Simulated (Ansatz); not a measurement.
System: ZnGe2N4.

```cif
data_structure
_symmetry_space_group_name_H-M 'P 1'
_symmetry_Int_Tables_number 1
_cell_length_a 3.1835
_cell_length_b 5.4720
_cell_length_c 5.5923
_cell_angle_alpha 62.242
_cell_angle_beta 73.689
_cell_angle_gamma 89.169
_cell_volume 81.96
loop_
_atom_site_label
_atom_site_type_symbol
_atom_site_fract_x
_atom_site_fract_y
_atom_site_fract_z
_atom_site_occupancy
Zn1 Zn 0.09675 0.06805 0.01332 1
Ge1 Ge 0.75728 0.65187 0.65324 1
Ge2 Ge 0.45729 0.40733 0.30332 1
N1 N 0.94509 0.62188 0.30672 1
N2 N 0.27732 0.84649 0.60778 1
N3 N 0.33720 0.08420 0.64216 1
N4 N 0.59706 0.32019 0.00546 1
```

Space group P1; a generated structure, not necessarily the stable one.

Level of theory: Ansatz, DFT PBE, scalar-relativistic, plane waves, PAW.

**Predict the valence pseudo-density and electron localisation function between the atoms.**

Zn–N (1.96 Å): ρ is about 0.69 e/Å³ halfway; the ELF peaks at about 0.90 in the valence shell of N, 0.6 Å from its nucleus, and is about 0.40 at the midpoint.
Bader's partition of the density gives Zn +1.08, Ge +1.89 and N −1.46 to −0.93 e.

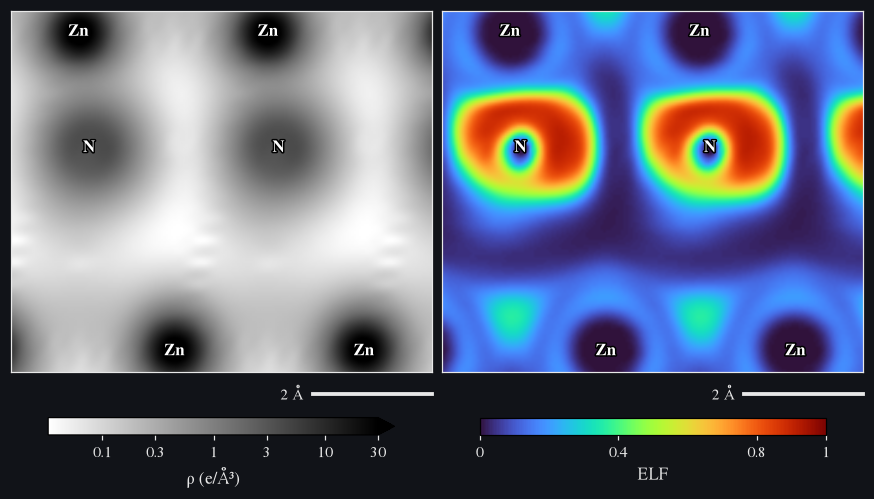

Computed valence pseudo-density and electron localisation function on the (010) plane of the conventional cell, in this order. 

Core electrons are frozen (PAW), and the valence fields are smoothed inside the atomic spheres.
